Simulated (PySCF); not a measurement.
# Si2NH7 (SMILES [SiH3]N[SiH3]) at PBE/6-31G(d) (spherical functions)

Aim: the energy change on altering one bond length of Si2NH7 at PBE/6-31G* (spherical functions), from 2 runs. The job is set up through a Python script.

Program for the calculation: PySCF 2.14.0.

1 further run of the same task is left out (set aside as unsound or not needed).

## (1) The molecule

The species is Si2NH7 (10 atoms), meant as a singlet with charge 0. SMILES: `[SiH3]N[SiH3]`. The coordinates come from a PBE0-D4/def2-TZVP relaxation.

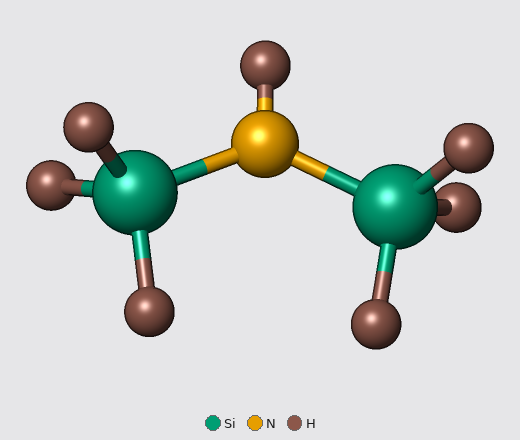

Viewed from a chosen angle; silicon teal, nitrogen amber, hydrogen brown.

## (2) The energy at PBE/6-31G(d) (spherical functions)

run.py

```python
from pyscf import gto, dft

mol = gto.Mole()
mol.atom = '''
Si      -1.042800       0.758390      -0.879990
N        0.119990       0.500410       0.368670
Si       0.995830      -0.935260       0.755390
H       -1.373610      -0.567260      -1.458240
H       -0.532280       1.645360      -1.962590
H       -2.274280       1.393560      -0.336440
H        0.361990       1.317290       0.912940
H        0.403090      -2.042290      -0.034740
H        0.897240      -1.243020       2.208320
H        2.444830      -0.827180       0.426680
'''
mol.charge = 0
mol.max_memory = 1860
mol.verbose = 4
mol.basis = '6-31g*'
mol.build()

mf = dft.RKS(mol, xc='pbe')
mf.grids.level = 5
mf.conv_tol = 1e-10
mf.kernel()
if not mf.converged:
    mf = mf.newton().run(mf.mo_coeff, mf.mo_occ)

e_tot = mf.e_tot
print('E(%s) = %.9f' % ('PBE', e_tot))
```

Launch:

```sh
$ OMP_NUM_THREADS=1 python run.py
```

Standard output:

```text
PySCF version 2.14.0

[INPUT] num. atoms = 10
[INPUT] num. electrons = 42
[INPUT] charge = 0
[INPUT] spin (= nelec alpha-beta = 2S) = 0
[INPUT] symmetry False subgroup None
[INPUT] Mole.unit = angstrom
[INPUT] Symbol           X                Y                Z      unit          X                Y                Z       unit  Magmom
[INPUT]  1 Si    -1.042800000000   0.758390000000  -0.879990000000 AA   -1.970606402696   1.433149395609  -1.662940092356 Bohr   0.0
[INPUT]  2 N      0.119990000000   0.500410000000   0.368670000000 AA    0.226748237687   0.945637849994   0.696685330343 Bohr   0.0
[INPUT]  3 Si     0.995830000000  -0.935260000000   0.755390000000 AA    1.881845966626  -1.767385255261   1.427480217235 Bohr   0.0
[INPUT]  4 H     -1.373610000000  -0.567260000000  -1.458240000000 AA   -2.595746701964  -1.071966041421  -2.755674223886 Bohr   0.0
[INPUT]  5 H     -0.532280000000   1.645360000000  -1.962590000000 AA   -1.005863421583   3.109279776314  -3.708757594810 Bohr   0.0
[INPUT]  6 H     -2.274280000000   1.393560000000  -0.336440000000 AA   -4.297766330576   2.633446738149  -0.635779457349 Bohr   0.0
[INPUT]  7 H      0.361990000000   1.317290000000   0.912940000000 AA    0.684061959831   2.489317326628   1.725206568160 Bohr   0.0
[INPUT]  8 H      0.403090000000  -2.042290000000  -0.034740000000 AA    0.761729703551  -3.859368766938  -0.065649085567 Bohr   0.0
[INPUT]  9 H      0.897240000000  -1.243020000000   2.208320000000 AA    1.695537868005  -2.348967367357   4.173119995400 Bohr   0.0
[INPUT] 10 H      2.444830000000  -0.827180000000   0.426680000000 AA    4.620059121120  -1.563143655718   0.806308342829 Bohr   0.0

nuclear repulsion = 156.903590448971
number of shells = 36
number of NR pGTOs = 157
number of NR cGTOs = 64
basis = 6-31g*
ecp = {}

******** <class 'pyscf.dft.rks.RKS'> ********
method = RKS
initial guess = minao
damping factor = 0
level_shift factor = 0
DIIS = <class 'pyscf.scf.diis.CDIIS'>
diis_start_cycle = 1
diis_space = 8
diis_damp = 0
SCF conv_tol = 1e-10
SCF conv_tol_grad = None
SCF max_cycles = 50
direct_scf = True
direct_scf_tol = 1e-13
XC library pyscf.dft.libxc version 7.0.0
    S. Lehtola, C. Steigemann, M. J.T. Oliveira, and M. A.L. Marques.,  SoftwareX 7, 1–5 (2018)
XC functionals = pbe
    J. P. Perdew, K. Burke, and M. Ernzerhof.,  Phys. Rev. Lett. 77, 3865 (1996)
    J. P. Perdew, K. Burke, and M. Ernzerhof.,  Phys. Rev. Lett. 78, 1396 (1997)
    J. P. Perdew, K. Burke, and M. Ernzerhof.,  Phys. Rev. Lett. 77, 3865 (1996)
    J. P. Perdew, K. Burke, and M. Ernzerhof.,  Phys. Rev. Lett. 78, 1396 (1997)
radial grids:
    Treutler-Ahlrichs [JCP 102, 346 (1995); DOI:10.1063/1.469408] (M4) radial grids

becke partition: Becke, JCP 88, 2547 (1988); DOI:10.1063/1.454033
pruning grids: <function nwchem_prune>
grids dens level: 5
symmetrized grids: False
atomic radii adjust function: <function treutler_atomic_radii_adjust>
small_rho_cutoff = 0
Set gradient conv threshold to 1e-05
Initial guess from minao.
tot grids = 294000
init E= -637.440946662284
  HOMO = -0.298993242949244  LUMO = -0.0544757993020584  gap/eV = 6.65366
cycle= 1 E= -637.476885616082  delta_E= -0.0359  |g|= 0.507  |ddm|= 2.63
  HOMO = -0.116010017147204  LUMO = 0.00966100113221469  gap/eV = 3.41968
cycle= 2 E= -637.285878389206  delta_E= 0.191  |g|= 1.02  |ddm|= 1.35
  HOMO = -0.223851604343042  LUMO = -0.0190821389210654  gap/eV = 5.57206
cycle= 3 E= -637.532374610936  delta_E= -0.246  |g|= 0.0821  |ddm|= 1.06
  HOMO = -0.215990162433884  LUMO = -0.0164237865719463  gap/eV = 5.43048
cycle= 4 E= -637.534660796701  delta_E= -0.00229  |g|= 0.0127  |ddm|= 0.136
  HOMO = -0.217670358846487  LUMO = -0.0175467705398398  gap/eV = 5.44564
cycle= 5 E= -637.534725438925  delta_E= -6.46e-05  |g|= 0.00288  |ddm|= 0.0236
  HOMO = -0.217305111869017  LUMO = -0.0172629267955697  gap/eV = 5.44343
cycle= 6 E= -637.534729150056  delta_E= -3.71e-06  |g|= 0.000322  |ddm|= 0.00565
  HOMO = -0.217269043776666  LUMO = -0.0172349326462302  gap/eV = 5.44321
cycle= 7 E= -637.534729200489  delta_E= -5.04e-08  |g|= 5.7e-05  |ddm|= 0.000754
  HOMO = -0.217275477124292  LUMO = -0.0172416167224569  gap/eV = 5.44320
cycle= 8 E= -637.534729201723  delta_E= -1.23e-09  |g|= 1.83e-05  |ddm|= 0.000126
  HOMO = -0.217275386689464  LUMO = -0.0172406419607714  gap/eV = 5.44322
cycle= 9 E= -637.534729201842  delta_E= -1.19e-10  |g|= 3.06e-06  |ddm|= 2.84e-05
  HOMO = -0.217275937893697  LUMO = -0.0172409360844639  gap/eV = 5.44323
cycle= 10 E= -637.534729201843  delta_E= -5.68e-13  |g|= 2.54e-07  |ddm|= 4.69e-06
  HOMO = -0.217275935381533  LUMO = -0.0172409480661386  gap/eV = 5.44323
Extra cycle  E= -637.534729201844  delta_E= -1.93e-12  |g|= 1.59e-07  |ddm|= 6.34e-07
converged SCF energy = -637.534729201844
E(PBE) = -637.534729202
```

It took 32 s on 1 thread of Intel Xeon at 2.50GHz (Skylake/Cascade Lake), shared host; peak memory 0.34 GiB.

## (3) The distorted shape, same level

calc.py

```python
from pyscf import gto, dft

system = gto.M(
    atom='''
Si  -0.924489   1.127710  -2.623546
N    0.238301   0.869730  -1.374886
Si   1.114141  -0.565940  -0.988166
H   -1.255299  -0.197940  -3.201796
H   -0.413969   2.014680  -3.706146
H   -2.155969   1.762880  -2.079996
H    0.480301   1.686610  -0.830616
H    0.521401  -1.672970  -1.778296
H    0.897240  -1.243020   2.208320
H    2.563141  -0.457860  -1.316876
''',
    verbose=3,
    spin=0,
    basis='6-31g*',
    max_memory=1860,
)

mf = dft.RKS(system)
mf.xc = 'pbe'
mf.conv_tol = 1e-10
mf.grids.level = 5
mf.kernel()
if not mf.converged:
    mf = mf.newton().run(mf.mo_coeff, mf.mo_occ)

e_final = mf.e_tot
print('Final energy', e_final)
```

Launch:

```sh
$ OMP_NUM_THREADS=1 python calc.py
```

Standard output:

```text
converged SCF energy = -637.389966121852
Final energy -637.3899661218518
```

Run time: 42 s. Hardware: 1 thread of Intel Xeon at 2.50GHz (Skylake/Cascade Lake), shared host; peak memory 0.34 GiB.

## (4) What came out

Level: PBE/6-31G* (spherical functions).

```
                                                          quantity          value
                                         first shape: total energy  -637.53473 Eh
                                        first shape: dipole moment         0.93 D
                                          first shape: HOMO energy       -5.91 eV
                                          first shape: LUMO energy       -0.47 eV
                                        first shape: HOMO–LUMO gap        5.44 eV
                                     distorted shape: total energy  -637.38997 Eh
                                    distorted shape: dipole moment         3.13 D
                                      distorted shape: HOMO energy       -5.05 eV
                                      distorted shape: LUMO energy       -3.66 eV
                                    distorted shape: HOMO–LUMO gap        1.39 eV
energy change with the Si3–H9 bond stretched from 1.488 to 3.275 Å       3.939 eV
```

What this shows: One bond (distorted shape) is far stretched, which a spin-restricted single reference describes badly; a broken-symmetry solution may lie lower. With the Si3–H9 bond stretched from 1.488 to 3.275 Å the energy rises by 3.94 eV (380 kJ/mol). The first shape isn't relaxed at this level, so the change isn't measured from a minimum. A restricted reference can't describe the breaking bond well at this length.
